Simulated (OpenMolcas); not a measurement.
# CHClFNSi (SMILES FC1=N[SiH]1Cl): levels of theory compared

Aim: a comparison of 6 runs (HF/3-21G, B2PLYP/6-31G*, BHLYP/6-31G*, SVWN5/6-31G*, revPBE/6-31G*, MP2/6-31G*) of CHClFNSi. 

The results are computed with OpenMolcas 26.06.

1 further run of the same task is left out (set aside as unsound or not needed).

### Step 1. The system as given

CHClFNSi: 6 atoms, total charge 0, spin state singlet. SMILES: `FC1=N[SiH]1Cl`. The coordinates come from a PBE0-D4/def2-TZVP relaxation.

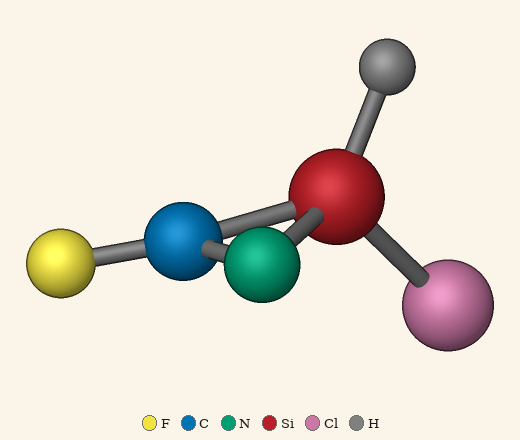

The structure, seen from a chosen angle (fluorine yellow, carbon blue, nitrogen teal, silicon red, chlorine pink, hydrogen grey).

### Step 2. Energy and gradient at HF/3-21G (run 1)

geom.xyz reads:

```xyz
6

F      0.158300    -2.281300    -0.638700
C      0.216600    -1.043700    -0.212100
N      1.240300    -0.391700     0.161000
Si    -0.233900     0.593200     0.234800
Cl    -0.525700     2.070200    -1.116500
H     -0.813600     0.989400     1.525400
```

calc.inp reads:

```
>>> EXPORT MOLCAS_PRINT=2
&GATEWAY
BasLib=$CurrDir
Coord=geom.xyz
Basis=3-21G
Group=NoSym
&SEWARD
&SCF
Thresholds=1e-10 1e-07 1e-07 1e-05
PrOrbitals=1 1
&ALASKA
```

The basis set 3-21G is read from a file made from the Basis Set Exchange's data (not shown).

Started as:

```sh
$ export MOLCAS_MEM=1860
$ pymolcas calc.inp > calc.log
```

What it wrote:

```text
--- Start Module: gateway ---
[...]
--- Stop Module: gateway /rc=_RC_ALL_IS_WELL_ ---
[...]
      Basis functions           55
[...]
--- Start Module: scf ---
[...]
       Convergence after  16 Iterations
[...]
::    Total SCF energy                               -935.9164812615
[...]
      Total spin, S                                     0.0000000000
[...]
      Total electronic charge=   54.000000
      Total            charge=   -0.000000
[...]
      Dipole Moment (debye):
      Origin of the operator (angstrom)=   -0.0254    0.2628   -0.3980
                   X= -2.3168E+00               Y=  5.3270E-01               Z=  1.8137E+00           Total=  2.9901E+00
      Quadrupole Moment (debye*angstrom):
[...]
--- Stop Module: scf /rc=_RC_ALL_IS_WELL_ ---
[...]
--- Start Module: alaska ---
[...]
 *              Molecular gradients               *
 **************************************************
  Irreducible representation: a
 ------------------------------------------------------------------------------------------
                              X                       Y                       Z
 ------------------------------------------------------------------------------------------
  F1                5.24273048318968E-03    1.40529373911953E-02    5.00532431351353E-03
  C2               -1.67436158104874E-02    1.92268922507020E-02    4.84404724325677E-03
  N3               -1.59748455296622E-02    1.10954616120424E-02    3.14850586197402E-04
  SI4               2.00552635802778E-02   -1.21028300815440E-02   -4.61537226341253E-02
  CL5               7.80705286020655E-03   -3.40036608783514E-02    3.22584597407420E-02
  H6               -3.86585583431742E-04    1.73119970592905E-03    3.73104075037389E-03
 ------------------------------------------------------------------------------------------
[...]
```

Run time: 4.5 s. Hardware: 1 thread of Intel Xeon Platinum 8259CL at 2.50GHz (Skylake/Cascade Lake), shared host; peak memory 0.39 GiB.

### Step 3. A single-point energy at B2PLYP/6-31G(d) (spherical functions) (run 2)

mol.inp reads:

```
* CHClFNSi Kohn-Sham DFT
>>> EXPORT MOLCAS_PRINT=2
&GATEWAY
BasLib=$CurrDir
Coord
6
angstrom
F        0.158300      -2.281300      -0.638700
C        0.216600      -1.043700      -0.212100
N        1.240300      -0.391700       0.161000
Si      -0.233900       0.593200       0.234800
Cl      -0.525700       2.070200      -1.116500
H       -0.813600       0.989400       1.525400
Basis=6-31Gs
Group=NoSym
&SEWARD
GridInput
Grid=UltraFine
End of Grid
&SCF
KSDFT=B2PLYP_SCF
Thresholds=1e-10 1e-07 1e-07 1e-05
PrOrbitals=1 2
&MBPT2
Frozen=13
```

The basis set 6-31G* is read from a file made from the Basis Set Exchange's data (not shown).

Started as:

```sh
$ export MOLCAS_MEM=1860
$ pymolcas mol.inp > mol.log
```

What it wrote:

```text
--- Start Module: gateway ---
[...]
--- Stop Module: gateway /rc=_RC_ALL_IS_WELL_ ---
[...]
      Basis functions           80
[...]
--- Start Module: scf ---
[...]
       Convergence after  15 Iterations
[...]
::    Total KS-DFT energy                            -942.2774021115
[...]
      Total spin, S                                     0.0000000000
[...]
      Total electronic charge=   54.000000
      Total            charge=   -0.000000
[...]
      Dipole Moment (debye):
      Origin of the operator (angstrom)=   -0.0254    0.2628   -0.3980
                   X= -1.9555E+00               Y=  8.3401E-01               Z=  1.0760E+00           Total=  2.3827E+00
      Quadrupole Moment (debye*angstrom):
[...]
--- Stop Module: scf /rc=_RC_ALL_IS_WELL_ ---
[...]
--- Start Module: mbpt2 ---
[...]
 ###    WARNING: MP2 implementation intended for RHF references only         ###
 ###############################################################################
MBPT2 WARNING: Reference function according to RunFile:KS-DFT
I'll assume you know what you're doing and continue
WARNING!
Default frozen orbitals as non valence orbitals is overwritten by user input.
Default values:  10
[...]
       Reference weight ( Cref**2 )         =        0.73930
::    Total MBPT2 energy                             -943.0870435490
[...]
      Total MBPT2 calculations                           0.26      0.30
--- Stop Module: mbpt2 /rc=_RC_ALL_IS_WELL_ ---
[...]
```

It took 22 s on 1 thread of Intel Xeon Platinum 8259CL at 2.50GHz (Skylake/Cascade Lake), shared host; peak memory 0.45 GiB.

### Step 4. Energy and gradient at BHLYP/6-31G(d) (spherical functions) (run 3)

job.inp reads:

```
* CHClFNSi Kohn-Sham DFT
>>> EXPORT MOLCAS_PRINT=2

&GATEWAY
 BASLIB=$CurrDir
 COORD
 6
 angstrom
 F        0.158300      -2.281300      -0.638700
 C        0.216600      -1.043700      -0.212100
 N        1.240300      -0.391700       0.161000
 Si      -0.233900       0.593200       0.234800
 Cl      -0.525700       2.070200      -1.116500
 H       -0.813600       0.989400       1.525400
 BASIS=6-31Gs
 GROUP=NoSym

&SEWARD
 GRIDINPUT
 Grid=UltraFine
 End of Grid

&SCF
 KSDFT=HYB_GGA_XC_BHANDHLYP
 THRESHOLDS=1e-10 1e-07 1e-07 1e-05
 PRORBITALS=1 1

&ALASKA
```

The basis set 6-31G* is read from a file made from the Basis Set Exchange's data (not shown).

Started as:

```sh
$ export MOLCAS_MEM=1860
$ pymolcas job.inp > job.log
```

What it wrote:

```text
--- Start Module: gateway ---
[...]
--- Stop Module: gateway /rc=_RC_ALL_IS_WELL_ ---
[...]
      Basis functions           80
[...]
--- Start Module: scf ---
[...]
       Convergence after  15 Iterations
[...]
::    Total KS-DFT energy                            -942.8474594870
[...]
      Total spin, S                                     0.0000000000
[...]
      Total electronic charge=   54.000000
      Total            charge=   -0.000000
[...]
      Dipole Moment (debye):
      Origin of the operator (angstrom)=   -0.0254    0.2628   -0.3980
                   X= -1.9504E+00               Y=  8.3967E-01               Z=  1.0781E+00           Total=  2.3815E+00
      Quadrupole Moment (debye*angstrom):
[...]
--- Stop Module: scf /rc=_RC_ALL_IS_WELL_ ---
[...]
--- Start Module: alaska ---
[...]
 *              Molecular gradients               *
 **************************************************
  Irreducible representation: a
 ------------------------------------------------------------------------------------------
                              X                       Y                       Z
 ------------------------------------------------------------------------------------------
  F1                7.11416510737140E-04   -2.43658368209054E-03   -8.57938914027301E-04
  C2               -6.34655929317240E-03   -2.52475132072760E-03   -1.43148189211550E-03
  N3                7.95297651359661E-03    2.37771798059883E-03    1.93794489951227E-03
  SI4              -2.13959133558106E-03    4.09961284215665E-03   -6.25760039930157E-03
  CL5               9.92270315657962E-04   -2.70383576868127E-03    2.54325901874175E-03
  H6               -1.17051271126911E-03    1.18783994873595E-03    4.06581728718258E-03
 ------------------------------------------------------------------------------------------
[...]
```

Run time: 29 s. Hardware: 1 thread of Intel Xeon Platinum 8259CL at 2.50GHz (Skylake/Cascade Lake), shared host; peak memory 0.45 GiB.

Runs 4 to 5 aren't shown in full; the table further down has their settings and results.

### Step 5. The energy at MP2/6-31G(d) (spherical functions) (run 6)

run.input reads:

```
&GATEWAY
 BASLIB
 $CurrDir
 COORD
 6
 angstrom
 F        0.158300      -2.281300      -0.638700
 C        0.216600      -1.043700      -0.212100
 N        1.240300      -0.391700       0.161000
 Si      -0.233900       0.593200       0.234800
 Cl      -0.525700       2.070200      -1.116500
 H       -0.813600       0.989400       1.525400
 BASIS
 6-31Gs
 GROUP
 NoSym

&SEWARD

&SCF
 THRESHOLDS
 1e-10 1e-07 1e-07 1e-05
 PRORBITALS
 1 2

&MBPT2
 FROZEN
 13
```

The basis set 6-31G* is read from a file made from the Basis Set Exchange's data (not shown).

Started as:

```sh
$ export MOLCAS_MEM=1860
$ pymolcas run.input > run.log
```

What it wrote:

```text
--- Start Module: gateway ---
[...]
--- Stop Module: gateway /rc=_RC_ALL_IS_WELL_ ---
[...]
      Basis functions           80
[...]
--- Start Module: scf ---
[...]
       Convergence after  16 Iterations
[...]
::    Total SCF energy                               -940.7185942442
[...]
      Total spin, S                                     0.0000000000
[...]
      Total electronic charge=   54.000000
      Total            charge=   -0.000000
[...]
      Dipole Moment (debye):
      Origin of the operator (angstrom)=   -0.0254    0.2628   -0.3980
                   X= -2.2091E+00               Y=  1.0501E+00               Z=  1.2212E+00           Total=  2.7339E+00
      Quadrupole Moment (debye*angstrom):
[...]
--- Stop Module: scf /rc=_RC_ALL_IS_WELL_ ---
[...]
--- Start Module: mbpt2 ---
[...]
WARNING!
Default frozen orbitals as non valence orbitals is overwritten by user input.
Default values:  10
[...]
       Reference weight ( Cref**2 )         =        0.81935
::    Total MBPT2 energy                             -941.3719367181
[...]
      Total MBPT2 calculations                           0.26      0.29
--- Stop Module: mbpt2 /rc=_RC_ALL_IS_WELL_ ---
[...]
```

Wall time 7.8 s (1 thread of Intel Xeon Platinum 8259CL at 2.50GHz (Skylake/Cascade Lake), shared host); peak memory 0.45 GiB.

### Step 6. All runs side by side

```tsv
run	level	task	frozen core orbitals	energy (Eh)	dipole moment (D) of the reference	HOMO energy (eV)	LUMO energy (eV)	wall time
1	HF/3-21G	gradient	–	-935.916481	2.99	-11.02	2.45	4.5 s
2	B2PLYP/6-31G* (spherical functions)	energy	13	-942.496005	2.38	-8.79	0.61	22 s
3	BHLYP/6-31G* (spherical functions)	gradient	–	-942.847459	2.38	-8.86	0.30	29 s
4	SVWN5/6-31G* (spherical functions)	gradient	–	-938.888508	1.87	-6.35	-1.78	24 s
5	revPBE/6-31G* (spherical functions)	gradient	–	-942.738503	1.79	-6.14	-1.45	31 s
6	MP2/6-31G* (spherical functions)	energy	13	-941.371937	2.73	-10.91	2.59	7.8 s
```

### Step 7. Summary of results

| quantity | value |
| --- | --- |
| run 6: total energy | -941.37194 Eh |
| run 6: dipole moment (mean-field density) | 2.73 D |
| run 6: HOMO energy (Hartree–Fock orbitals) | -10.91 eV |
| run 6: LUMO energy (Hartree–Fock orbitals) | 2.59 eV |
| run 6: HOMO–LUMO gap (Hartree–Fock orbitals) | 13.50 eV |
| run 6: correlation energy (13 core orbitals frozen) | -653.3 mEh |

**Reading.** Over runs 1, 2, 3, 4, 5 the dipole moment (its size) runs from 1.79 D (revPBE/6-31G*) to 2.99 D (HF/3-21G). The two ends differ in method and basis. Over runs 1, 2, 3, 4, 5 the HOMO–LUMO gap runs from 4.57 eV (SVWN5/6-31G*) to 13.46 eV (HF/3-21G). For B2PLYP the log adds the whole second-order term; the table takes 0.27 of it, as the functional is defined. Totals of different functionals can't be ranked against each other. All runs together took 2 min, the longest 31 s.
